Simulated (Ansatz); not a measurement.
# How Ni(100) screens a field, part 2 of 3

Where does the screening charge of Ni(100) sit?

Ansatz 0.2.0; plane-wave DFT, r2SCAN, Ansatz PAW.

So far. Step 4 (Single point, field -0.05 V/Å): The dipole is -0.0176 e·Å.

## (5) Single point, field 0.1 V/Å

input.yaml

```yaml
crystal:
  lattice:
    - [2.4890158698, 0.0, 0.0]
    - [0.0, 2.4890158698, 0.0]
    - [0.0, 0.0, 25.04]
  atoms:
    - { symbol: Ni, position: [0.0, 0.0, 0.3594249201], spin: 0.7 }
    - { symbol: Ni, position: [0.5, 0.5, 0.4297124601], spin: 0.7 }
    - { symbol: Ni, position: [0.0, 0.0, 0.5], spin: 0.7 }
    - { symbol: Ni, position: [0.5, 0.5, 0.5702875399], spin: 0.7 }
    - { symbol: Ni, position: [0.0, 0.0, 0.6405750799], spin: 0.7 }
magnetization:
  spin_polarized: true
kpoints:
  mp_grid: { grid: [20, 20, 1] }
hamiltonian:
  xc: r2scan
scf:
  occupations: { method: fermi_dirac, width: 0.1 }
  convergence: { dr2_threshold: 1.0e-10 }
efield:
  axis: 3
  dipole_correction: true
  ramp_position: 0.97
  ramp_width: 0.06
  amplitude: 0.1
output:
  forces: true
  write_potential: true
  write_density: true
  volumetric_format: npy
```

Started as:

```sh
> ansatz run input.yaml --threads 4 --pin off --max-ram 6144MiB --backend cpu --events-out ev --progress --plain --runs-dir out
```

Numbers of over 12 decimals in the logs are rounded to 6 here.

What it wrote:

```text
[...]
Crystal: 5 atoms, lattice volume = 155.128 Å³
Basis set: ecut = 500 eV, 4007 PW (Γ), exchange–correlation on 80×80×768 points (64 copies of the dense FFT grid, shifted against one another)
Bands: 57, of which v1, the nominal top of the filled ones, is band 45 counted from 1 (44 counted from 0)
Symmetry: 8 space group operations
k-points: 66 of 400
[...]
k-point 0 ↑: bands = [... 41 lower, 1.8111, 1.8322, 1.8322, 1.9840, 2.1116, 2.1116, 2.1504, 2.2259, ... 8 higher]
  k-point 1 ↑: bands = [... 41 lower, 1.7592, 1.7892, 1.8672, 2.0089, 2.0714, 2.1215, 2.1711, 2.2073, ... 8 higher]
  k-point 2 ↑: bands = [... 41 lower, 1.6922, 1.7086, 1.7609, 2.0105, 2.0353, 2.1631, 2.1826, 2.3798, ... 8 higher]
  k-point 65 ↓: bands = [... 41 lower, 3.7490, 3.8344, 3.9182, 3.9191, 6.3263, 6.3263, 8.3923, 8.3923, ... 8 higher]
[key lines of the parts left out:]
SCF converged after 30 iterations
Magnetization: 3.8541 μB (46.9270 up, 43.0730 down)
Free energy (F): -29224.479958 eV
Fermi energy:    3.198968 eV
Dipole field:    D = 0.040984 V/Å  (p = 0.035135 e·Å, saw-weighted, corrected)
```

It took 2.7 min on 4 threads of Intel Xeon 6975P-C (Granite Rapids), shared host; peak memory 1.5 GiB.

The dipole is 0.0351 e·Å.

## (6) Atoms held, field -0.1 V/Å

Edit input.yaml of step 5 so:

```diff
@@ -25,3 +25,3 @@
   ramp_width: 0.06
-  amplitude: 0.1
+  amplitude: -0.1
 output:
```

What it wrote:

```text
[...]
Crystal: 5 atoms, lattice volume = 155.128 Å³
Basis set: ecut = 500 eV, 4007 PW (Γ), exchange–correlation on 80×80×768 points (64 copies of the dense FFT grid, shifted against one another)
Bands: 57, of which v1, the nominal top of the filled ones, is band 45 counted from 1 (44 counted from 0)
Symmetry: 8 space group operations
k-points: 66 of 400
[...]
k-point 0 ↑: bands = [... 41 lower, 1.8111, 1.8322, 1.8322, 1.9840, 2.1116, 2.1116, 2.1504, 2.2259, ... 8 higher]
  k-point 1 ↑: bands = [... 41 lower, 1.7592, 1.7892, 1.8672, 2.0089, 2.0714, 2.1215, 2.1711, 2.2073, ... 8 higher]
  k-point 2 ↑: bands = [... 41 lower, 1.6922, 1.7086, 1.7609, 2.0104, 2.0353, 2.1631, 2.1826, 2.3798, ... 8 higher]
  k-point 65 ↓: bands = [... 41 lower, 3.7490, 3.8344, 3.9182, 3.9191, 6.3263, 6.3263, 8.3923, 8.3923, ... 8 higher]
[key lines of the parts left out:]
SCF converged after 33 iterations
Magnetization: 3.8541 μB (46.9270 up, 43.0730 down)
Free energy (F): -29224.479958 eV
Fermi energy:    3.198967 eV
Dipole field:    D = -0.040990 V/Å  (p = -0.035140 e·Å, saw-weighted, corrected)
```

Wall time 3 min (4 threads); peak memory 1.5 GiB.

The dipole is -0.0351 e·Å.

## (7) Single point, field 0.2 V/Å

Edit input.yaml of step 6 so:

```diff
@@ -25,3 +25,3 @@
   ramp_width: 0.06
-  amplitude: -0.1
+  amplitude: 0.2
 output:
```

What it wrote:

```text
[...]
Crystal: 5 atoms, lattice volume = 155.128 Å³
Basis set: ecut = 500 eV, 4007 PW (Γ), exchange–correlation on 80×80×768 points (64 copies of the dense FFT grid, shifted against one another)
Bands: 57, of which v1, the nominal top of the filled ones, is band 45 counted from 1 (44 counted from 0)
Symmetry: 8 space group operations
k-points: 66 of 400
[...]
k-point 0 ↑: bands = [... 41 lower, 1.8092, 1.8304, 1.8304, 1.9823, 2.1099, 2.1099, 2.1487, 2.2242, ... 8 higher]
  k-point 1 ↑: bands = [... 41 lower, 1.7574, 1.7875, 1.8655, 2.0072, 2.0697, 2.1196, 2.1694, 2.2056, ... 8 higher]
  k-point 2 ↑: bands = [... 41 lower, 1.6905, 1.7068, 1.7592, 2.0087, 2.0336, 2.1613, 2.1808, 2.3779, ... 8 higher]
  k-point 65 ↓: bands = [... 41 lower, 3.7476, 3.8326, 3.9161, 3.9178, 6.3246, 6.3246, 8.3906, 8.3906, ... 8 higher]
[key lines of the parts left out:]
SCF converged after 30 iterations
Magnetization: 3.8541 μB (46.9271 up, 43.0729 down)
Free energy (F): -29224.485230 eV
Fermi energy:    3.197207 eV
Dipole field:    D = 0.081998 V/Å  (p = 0.070296 e·Å, saw-weighted, corrected)
```

Wall time 2.9 min (4 threads); peak memory 1.5 GiB; 11 min of CPU time.

The dipole is 0.0703 e·Å.

## (8) Atoms held, field -0.2 V/Å

Edit input.yaml of step 7 so:

```diff
@@ -25,3 +25,3 @@
   ramp_width: 0.06
-  amplitude: 0.2
+  amplitude: -0.2
 output:
```

What it wrote:

```text
[...]
Crystal: 5 atoms, lattice volume = 155.128 Å³
Basis set: ecut = 500 eV, 4007 PW (Γ), exchange–correlation on 80×80×768 points (64 copies of the dense FFT grid, shifted against one another)
Bands: 57, of which v1, the nominal top of the filled ones, is band 45 counted from 1 (44 counted from 0)
Symmetry: 8 space group operations
k-points: 66 of 400
[...]
k-point 0 ↑: bands = [... 41 lower, 1.8092, 1.8304, 1.8304, 1.9823, 2.1099, 2.1099, 2.1487, 2.2242, ... 8 higher]
  k-point 1 ↑: bands = [... 41 lower, 1.7574, 1.7875, 1.8655, 2.0072, 2.0697, 2.1196, 2.1694, 2.2056, ... 8 higher]
  k-point 2 ↑: bands = [... 41 lower, 1.6905, 1.7068, 1.7592, 2.0087, 2.0336, 2.1613, 2.1808, 2.3779, ... 8 higher]
  k-point 65 ↓: bands = [... 41 lower, 3.7476, 3.8326, 3.9161, 3.9178, 6.3246, 6.3246, 8.3906, 8.3906, ... 8 higher]
[key lines of the parts left out:]
SCF converged after 32 iterations
Magnetization: 3.8541 μB (46.9271 up, 43.0729 down)
Free energy (F): -29224.485230 eV
Fermi energy:    3.197206 eV
Dipole field:    D = -0.081991 V/Å  (p = -0.070290 e·Å, saw-weighted, corrected)
```

Elapsed: 2.9 min, on 4 threads; peak memory 1.5 GiB; 11 min of CPU time.

The dipole is -0.0703 e·Å.

## (9) Single point, field 0.4 V/Å

Edit input.yaml of step 8 so:

```diff
@@ -25,3 +25,3 @@
   ramp_width: 0.06
-  amplitude: -0.2
+  amplitude: 0.4
 output:
@@ -31 +31,2 @@
   volumetric_format: npy
+  elf: true
```

What it wrote:

```text
[...]
Crystal: 5 atoms, lattice volume = 155.128 Å³
Basis set: ecut = 500 eV, 4007 PW (Γ), exchange–correlation on 80×80×768 points (64 copies of the dense FFT grid, shifted against one another)
Bands: 57, of which v1, the nominal top of the filled ones, is band 45 counted from 1 (44 counted from 0)
Symmetry: 8 space group operations
k-points: 66 of 400
[...]
k-point 0 ↑: bands = [... 41 lower, 1.8014, 1.8232, 1.8232, 1.9753, 2.1026, 2.1026, 2.1416, 2.2171, ... 8 higher]
  k-point 1 ↑: bands = [... 41 lower, 1.7498, 1.7803, 1.8583, 2.0002, 2.0625, 2.1120, 2.1622, 2.1985, ... 8 higher]
  k-point 2 ↑: bands = [... 41 lower, 1.6835, 1.6996, 1.7521, 2.0015, 2.0267, 2.1541, 2.1738, 2.3701, ... 8 higher]
  k-point 65 ↓: bands = [... 41 lower, 3.7412, 3.8255, 3.9084, 3.9119, 6.3176, 6.3176, 8.3837, 8.3837, ... 8 higher]
[key lines of the parts left out:]
SCF converged after 32 iterations
Magnetization: 3.8543 μB (46.9272 up, 43.0728 down)
Free energy (F): -29224.506323 eV
Fermi energy:    3.190071 eV
Dipole field:    D = 0.164073 V/Å  (p = 0.140658 e·Å, saw-weighted, corrected)
```

Wall time 3 min (4 threads); peak memory 1.5 GiB.

Running mean over 1.76 Å of the planar mean, with the applied field; the ramp of the sawtooth is left out. Electron's electrostatic potential energy less the Fermi level against z:

| z (Å) | electron's electrostatic potential energy less the Fermi level (eV) |
| --- | --- |
| 4 | 3.60 |
| 6 | 4.35 |
| 8 | -1.69 |
| 10 | -10.2 |
| 12 | -10.3 |
| 14 | -10.3 |
| 16 | -9.84 |
| 18 | 4.60 |
| 20 | 5.89 |
| 22 | 6.69 |

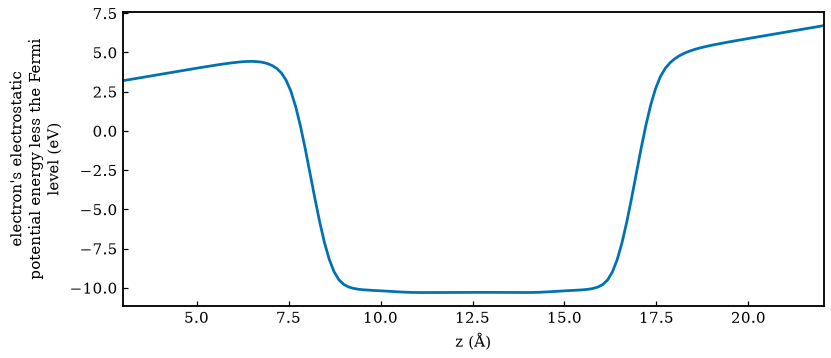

Electron's electrostatic potential energy less the Fermi level, plotted against z.

The dipole is 0.141 e·Å.

## (10) The response

This step: plane-wave DFT, r2SCAN, Ansatz PAW; screening of a field by a metal slab (Ansatz 0.2.0).

The dipoles give the slope, and the difference of two potentials shows where the field is screened.

This step gave:

```
equivalent conductor thickness p/(ε₀AE)      : 10.26 Å
distance between the outer atoms             : 7.040 Å
image plane, upper face                      : 1.623 Å
induced electrons on the upper face over ε₀E : -0.9977
image plane, lower face                      : 1.623 Å
induced electrons on the lower face over ε₀E : 0.9977
```

Table of dipole of the cell by applied field:

```csv
applied field (V/Å),dipole of the cell (e·Å)
-0.200,-0.0703
-0.100,-0.0351
-0.050,-0.0176
0.000,1.6e-7
0.050,0.0176
0.100,0.0351
0.200,0.0703
0.400,0.141
```

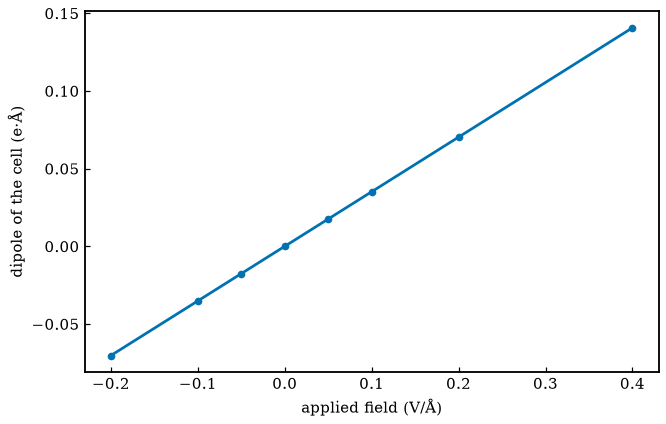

Dipole of the cell, plotted against applied field.

The total moment stays at 3.85 μB for applied field from -0.2 to 0.4 V/Å.

Local field over the applied field, running mean. From the potentials at -0.05 and 0.05 V/Å; running mean over 1.76 Å. Table of local field over applied field by z:

```
z (Å)  local field over applied field
    5                           0.992
    6                           0.947
    7                           0.725
    8                           0.245
    9                         -0.0225
   10                        -0.00178
   11                          7.9e-4
   12                         -3.2e-4
   13                         -2.4e-4
   14                          4.0e-4
   15                         -5.3e-4
   16                         -0.0236
   17                           0.227
   18                           0.710
   19                           0.942
   20                           0.992
```

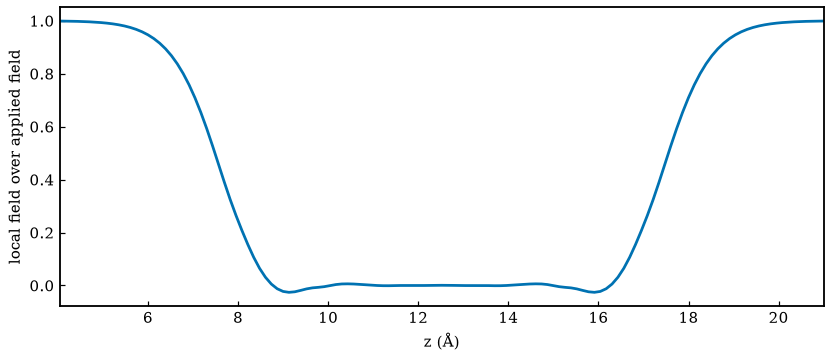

Local field over applied field, plotted against z.

The induced electron density oscillates, so the rows of the table below give means over windows of 1 Å about each position, cut where the curve ends. Its maxima inside the range that stand out by 2 % of the span (Å: e/Å³ per V/Å): 8.0: 0.00415, 9.0: 0.00125, 10.4: 4.1e-4, 11.1: 2.7e-4, 13.2: 8.8e-5, 14.3: 3.1e-4, 15.8: 0.00106, 16.3: 0.0015. Its minima: 8.7: -0.0015, 9.3: -0.00106, 10.8: -3.1e-4, 11.9: -8.8e-5, 14.0: -2.7e-4, 14.6: -4.1e-4, 16.0: -0.00125, 17.1: -0.00415.

Electrons, planar mean, per unit field. Table of induced electron density by z; means over each step:

```
z (Å)  induced electron density (e/Å³ per V/Å)
    5                                   6.3e-5
    6                                   4.3e-4
    7                                  0.00202
    8                                  0.00337
    9                                  -3.3e-4
   10                                  -3.0e-5
   11                                   2.0e-5
   12                                  -4.2e-5
   13                                   4.1e-5
   14                                  -6.9e-6
   15                                  -5.7e-6
   16                                   3.7e-4
   17                                 -0.00325
   18                                 -0.00212
   19                                  -4.6e-4
   20                                  -6.8e-5
```

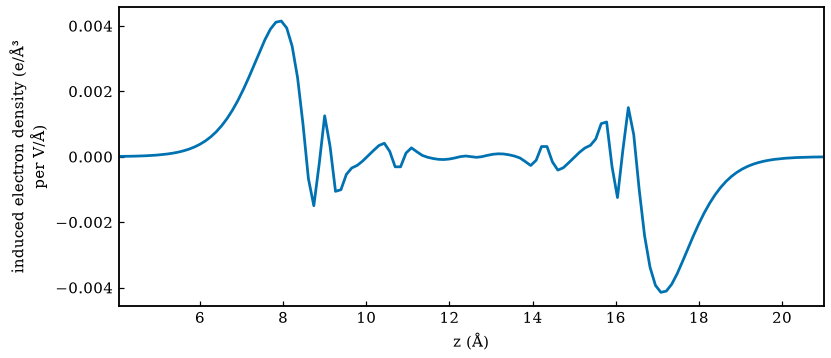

Induced electron density against z.

By hand: between -0.05 and 0.05 V/Å the dipole changes by 0.03514 e·Å, a slope of 0.3514 e·Å²/V. A perfect conductor of thickness t has p = ε₀AEt, so t = 180.95 × 0.3514 / 6.195 = 10.27 Å (e/ε₀ = 180.95 V·Å, A in Å²). Less the 7.04 Å between the outer atoms, and halved, that puts each image plane 1.61 Å out.

The induced dipole is that of a conductor 10.26 Å thick.

## (11) A changed input: crystal.symmetry = {"detect": false}

This step: plane-wave DFT, r2SCAN, Ansatz PAW (Ansatz 0.2.0).

A run with a changed input: it repeats the earlier run at 0.05 V/Å with crystal.symmetry to detect: false.

Edit input.yaml of step 9 so:

```diff
@@ -11,2 +11,3 @@
     - { symbol: Ni, position: [0.0, 0.0, 0.6405750799], spin: 0.7 }
+  symmetry: { detect: false }
 magnetization:
@@ -25,3 +26,3 @@
   ramp_width: 0.06
-  amplitude: 0.4
+  amplitude: 0.05
 output:
@@ -31,2 +32 @@
   volumetric_format: npy
-  elf: true
```

What it wrote:

```text
[...]
Crystal: 5 atoms, lattice volume = 155.128 Å³
Basis set: ecut = 500 eV, 4007 PW (Γ), exchange–correlation on 80×80×768 points (64 copies of the dense FFT grid, shifted against one another)
Bands: 57, of which v1, the nominal top of the filled ones, is band 45 counted from 1 (44 counted from 0)
Symmetry: 1 space group operations
k-points: 202 of 400 (time reversal used)
[...]
Starting moments: Σ|m| = 3.5 μB on 5 of 5 sites
[...]
SCF iter   1: F=—  HF=-29218.813577 eV  |F-HF|=—  |Δ(HF+E_count)|=         —  Δρ=2.71e-2 (↑2.38e-2 ↓2.71e-2)  dr2=5.15e0  dr2_τ=2.83e-2  dr2_m=6.82e-1  M=4.020 μB ∫|m|=4.258 μB  β_m=1.00  ethr=3.10e-3  p=0.000 e·Å  D=4.36e-13 V/Å  ΔV_dip=-0.00 eV  dr2_dipole=3.36e-1  V_vac-E_F(+/−)=8.11/6.96 eV  ⟨swp⟩=10.5  Hψ=117853  notcnv=0  defer=400
[...]
SCF iter  31: F=-29224.478641 eV  HF=-29224.478641 eV  |F-HF|=1.27e-10  |Δ(HF+E_count)|=  9.82e-11  Δρ=4.08e-8 (↑1.14e-8 ↓4.08e-8)  dr2=6.18e-12  dr2_τ=6.56e-15  dr2_m=3.83e-13  M=3.854 μB ∫|m|=4.770 μB  ethr=1.00e-12  p=0.018 e·Å  D=2.05e-2 V/Å  ΔV_dip=-0.51 eV  dr2_dipole=3.56e-14  V_vac-E_F(+/−)=5.24/4.61 eV  ⟨swp⟩=9.8  Hψ=121809  notcnv=0
SCF 1 converged in 31 iterations: F = -29224.478641 eV  dr2 = 6.18e-12
[...]
SCF converged after 31 iterations
[...]
Magnetization: 3.8541 μB (46.9270 up, 43.0730 down)
Absolute magnetization: 4.7759 μB (∫|ρ↑−ρ↓|, with the PAW one-centre terms)
[...]
Per-site moments (μB) at R_I (Å): [(0.884809, 1.026719), (0.824114, 1.026719), (0.817633, 1.026719), (0.824437, 1.026719), (0.885139, 1.026719)]
Free energy (F): -29224.478641 eV
[...]
Internal energy: -29224.257971 eV  (E = F + TS)
E sigma→0 (E₀):  -29224.368306 eV
Entropy (-TS):   -0.220670 eV (-44.134 meV/atom)
Fermi energy:    3.199406 eV
Dipole field:    D = 0.020494 V/Å  (p = 0.017569 e·Å, saw-weighted, corrected)
Work function:   not extracted (applied field tilts the vacuum); planar V_es + V_field profile in the machine report
[...]
--- Forces (eV/Å), atoms counted from 1 ---
  atom   1  Ni    -0.00000007     0.00000001     0.63369690
  atom   2  Ni     0.00000007    -0.00000001    -0.41982206
  atom   3  Ni     0.00000001    -0.00000000     0.00009034
  atom   4  Ni     0.00000016    -0.00000007     0.42035557
  atom   5  Ni    -0.00000017     0.00000007    -0.63432144
  max |Σ_I F_I| component: 6.77e-7 eV/Å
--- Band table (eV; the first three rows and the last of 404) ---
  k-point 0 ↑: bands = [... 41 lower, 1.8116, 1.8326, 1.8326, 1.9844, 2.1121, 2.1121, 2.1508, 2.2263, ... 8 higher]
  k-point 1 ↑: bands = [... 41 lower, 1.7597, 1.7897, 1.8677, 2.0094, 2.0719, 2.1220, 2.1715, 2.2078, ... 8 higher]
  k-point 2 ↑: bands = [... 41 lower, 1.6926, 1.7090, 1.7614, 2.0109, 2.0358, 2.1636, 2.1830, 2.3803, ... 8 higher]
  k-point 201 ↓: bands = [... 41 lower, 3.7492, 3.8348, 3.9188, 3.9193, 6.3268, 6.3268, 8.3927, 8.3927, ... 8 higher]
```

Run time: 8.5 min. Hardware: 4 threads; peak memory 3 GiB; 32 min of CPU time.

Numbers from this step:

| Property | Result |
| --- | --- |
| energy at zero smearing | -29224.3683 eV |
| site moments | 0.8848, 0.8241, 0.8176, 0.8244, 0.8851 μB |
| dipole along the normal | 0.01757 e·Å |

(Part 2 of 3 ends here.)

[Logs are printed without paths, hosts, clocks, repeated set-up lines and the standing remarks that a program may print on its own settings, such as how far it seeks lower states.]

[Hosts, paths, dates, database ids (printed as entryN), source tags and the programs' standing remarks are cut or masked in the printed files.]

[Maps of the electrostatic potential energy from Ansatz leave out the sawtooth potential of an applied field or a dipole correction, so their vacuum need not be flat; planar profiles and work functions include it.]
